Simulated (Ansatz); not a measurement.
**[SiH3]+ (SMILES [SiH3+]): levels of theory compared**

Aim: a comparison of 6 runs (SVWN5/3-21G, UB3LYP/3-21G, r2SCAN/3-21G, wB97M-V/3-21G, CCSDTQ/3-21G, CCSD(T)/6-31G*) of [SiH3]+. 

The calculation is run with Ansatz 0.2.0.

2 further runs of the same task are left out: 2 that didn't finish.

### 1 The molecule

[SiH3]+ has 4 atoms, charge +1, and is taken as a singlet. SMILES: `[SiH3+]`. The H3–Si1 distance was set to 2.944 Å, away from the relaxed value. At this shape a bond of the SMILES string is far longer than usual.

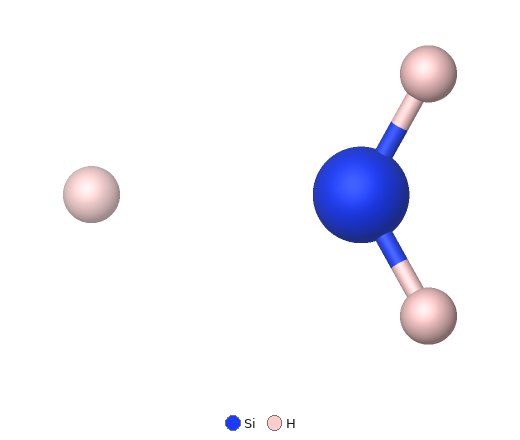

The structure, seen from a chosen angle (silicon blue, hydrogen pink).

### 2 The energy at SVWN5/3-21G (run 1)

molecule.yaml

```yaml
crystal:
  periodic: [false, false, false]
  atoms:
    - symbol: Si
      position_ang: [0.118400, 1.467194, 0.009900]
    - symbol: H
      position_ang: [0.805300, 2.142594, 1.122900]
    - symbol: H
      position_ang: [-0.118400, -1.467200, -0.009900]
    - symbol: H
      position_ang: [-0.450100, 2.258894, -1.093200]
basis:
  gaussian: {orbitals: 3-21G.json}
total_charge: 1
hamiltonian: {xc: {name: SVWN5}}
accuracy: high
```

The basis set 3-21G is read from a file made from the Basis Set Exchange's data (not shown).

Started as:

```
$ ansatz run molecule.yaml --threads 1 --pin off --max-ram 2610MiB --events-out events.jsonl --progress --plain --runs-dir runs
```

The program printed:

```text
Warning: RAYON_NUM_THREADS=1 ignored (pool sized by the plan → 1); use --threads N
Functional definition: SVWN5
  name "SVWN5"
  exchange = slater_x
  correlation = vwn5_c
368 factors; integrals over basis functions are off by at most 3.4e-9 eV
mean field evaluation 1: about -7834.2835 eV, gradient 1.8e1 eV
mean field evaluation 2: about -7825.1317 eV, gradient 3.4e1 eV
mean field evaluation 4: about -7837.9392 eV, gradient 6.3e0 eV
mean field evaluation 8: about -7838.2160 eV, gradient 9.4e-2 eV
mean field evaluation 16: about -7838.2160 eV, gradient 5.4e-6 eV
mean field -7838.21600827 eV, -288.0491253703 hartree, gradient 3.8e-8 eV, S^2 0.000000; 0 other end points of the search recorded, 0 dependent functions left out
reference -7838.21601062 eV, -288.0491254567 hartree; 8, 8 occupied and 11, 11 virtual orbitals, 368 factors
Total energy: -7838.21601062 eV, -288.0491254567 hartree
```

Wall time 0.44 s (1 thread of Arm Neoverse V1, shared host).

### 3 The energy at UB3LYP/3-21G (run 2)

molecule.yaml: that of step 2 with these lines changed.

```diff
@@ -12,5 +12,10 @@
 basis:
-  gaussian: {orbitals: 3-21G.json}
+  gaussian:
+    orbitals: 3-21G.json
 total_charge: 1
-hamiltonian: {xc: {name: SVWN5}}
+magnetization:
+  spin_polarized: true
+  initial_magnetization: 0
+hamiltonian:
+  xc: {name: B3LYP}
 accuracy: high
```

The basis set 3-21G is read from a file made from the Basis Set Exchange's data (not shown).

Started as:

```
$ ansatz run molecule.yaml --threads 1 --pin off --max-ram 2610MiB --events-out events.jsonl --progress --plain --runs-dir runs
```

The program printed:

```text
Warning: RAYON_NUM_THREADS=1 ignored (pool sized by the plan → 1); use --threads N
Functional definition: B3LYP
  name "B3LYP"
  parameter a0 = 0.2
  parameter ax = 0.72
  parameter ac = 0.81
  exchange = (1 - a0 - ax)*slater_x + ax*b88_x + a0*exact_x
  correlation = (1 - ac)*vwn_rpa_c + ac*lyp_c
368 factors; integrals over basis functions are off by at most 3.4e-9 eV
mean field evaluation 1: about -7868.1995 eV, gradient 1.1e1 eV
mean field evaluation 2: about -7860.8030 eV, gradient 2.2e1 eV
mean field evaluation 4: about -7871.1673 eV, gradient 1.4e0 eV
mean field evaluation 8: about -7871.1840 eV, gradient 2.8e-2 eV
mean field evaluation 16: about -7871.1840 eV, gradient 6.6e-8 eV
mean field evaluation 32: about -7871.2445 eV, gradient 5.5e0 eV
mean field evaluation 64: about -7871.5690 eV, gradient 1.5e-8 eV
mean field -7871.56898126 eV, -289.2748245201 hartree, gradient 1.5e-8 eV, S^2 0.643360; 3 other end points of the search recorded, 0 dependent functions left out
reference -7871.56901134 eV, -289.2748256256 hartree; 8, 8 occupied and 11, 11 virtual orbitals, 368 factors
Total energy: -7871.56901134 eV, -289.2748256256 hartree
```

Wall time 3.3 s (1 thread of Arm Neoverse V1, shared host); peak memory 0.11 GiB.

Runs 3 to 5 aren't shown in full; the table further down has their settings and results.

### 4 A single-point energy at CCSD(T)/6-31G(d) (spherical functions) (run 6)

molecule.yaml

```yaml
crystal:
  periodic: [false, false, false]
  atoms:
    - {symbol: Si, position_ang: [0.118400, 1.467194, 0.009900]}
    - {symbol: H, position_ang: [0.805300, 2.142594, 1.122900]}
    - {symbol: H, position_ang: [-0.118400, -1.467200, -0.009900]}
    - {symbol: H, position_ang: [-0.450100, 2.258894, -1.093200]}
basis:
  gaussian:
    orbitals: 6-31G_st_-spherical.json
total_charge: 1
correlation:
  method: ccsd_t
  frozen_orbitals: {H: 0, Si: 5}
accuracy: high
scf:
  omitted_lower_state_checks: [cluster_reference, increment]
```

The basis set 6-31G* is read from a file made from the Basis Set Exchange's data (not shown).

Started as:

```
$ ansatz run molecule.yaml --threads 1 --pin off --max-ram 2610MiB --events-out events.jsonl --progress --plain --runs-dir runs
```

The program printed:

```text
Warning: RAYON_NUM_THREADS=1 ignored (pool sized by the plan → 1); use --threads N
[... 11 lines left out ...]
5 core orbitals not correlated: weight in the atoms' cores, before any rotation towards them, 1.000 or more for the frozen orbitals, at most 0.000 for the correlated occupied ones
[... 26 lines left out ...]
WARN: these amplitudes may be one of several solutions (largest doubles amplitude 0.49, level shift 2.48 eV)
Total energy: -7899.14193649 eV, -290.2881119352 hartree
Checks for a lower state left out: cluster_reference, increment
```

Run time: 0.26 s. Hardware: 1 thread of Arm Neoverse V1, shared host.

### 5 Overview of the runs

| run | level | frozen core orbitals | energy (Eh) | wall time |
| --- | --- | --- | --- | --- |
| 1 | SVWN5/3-21G | – | -288.049125 | 0.44 s |
| 2 | UB3LYP/3-21G | – | -289.274826 | 3.3 s |
| 3 | r2SCAN/3-21G | – | -289.183136 | 1.7 s |
| 4 | wB97M-V/3-21G | – | -289.196660 | 8.4 s |
| 5 | CCSDTQ/3-21G | 5 | -288.755701 | 1.9 s |
| 6 | CCSD(T)/6-31G* (spherical functions) | 5 | -290.288112 | 0.26 s |

### 6 Outcome

| quantity | value |
| --- | --- |
| run 6: total energy | -290.28811 Eh |
| run 6: correlation energy (5 core orbitals frozen) | -144.4 mEh |
| run 6: (T) correction | -5.82 mEh |
| run 6: T1 diagnostic | 0.046 |

In words: Totals of different functionals can't be ranked against each other. In run 6 the T1 diagnostic is large, so a single reference may not serve. In runs 5, 6 the log says that unrestricted orbitals would lower the reference, so the values rest on an unstable closed-shell determinant (other closed-shell runs at this shape may share the fault). Spin contamination of the reference: run 2 ⟨S²⟩ = 0.64. Where it is this large, the reference is a mixture of spin states, and values that rest on it are in doubt. All runs together took 16 s, the longest 8.4 s.
